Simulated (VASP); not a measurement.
Band structure of InSb (zinc blende). Calculation: PBE GGA, VASP's PBE PAW potentials (set 64) (plane waves; VASP).

Unless said otherwise, spin-orbit coupling is left out, though it shifts the bands of the heavy elements here.

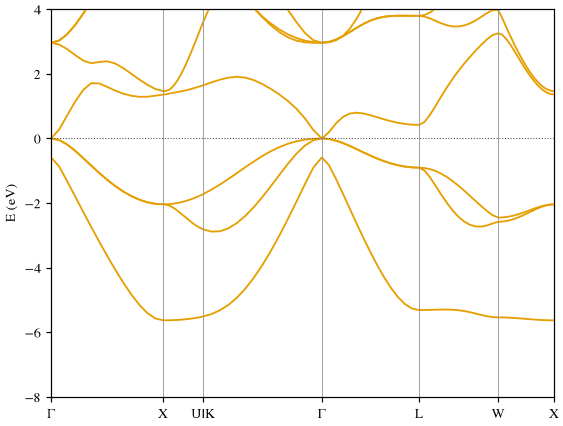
Bands along high-symmetry lines, zero at the valence-band maximum or, without a gap, the Fermi level

Problem. Read the plot: is there a gap, and where are the band edges?

Solution. It has no gap at this level: it comes out as a metal or semimetal. (Edges off the drawn lines would not show.)

The compound is InSb in the zinc blende structure. It was relaxed first, which changed the volume by +7 %.
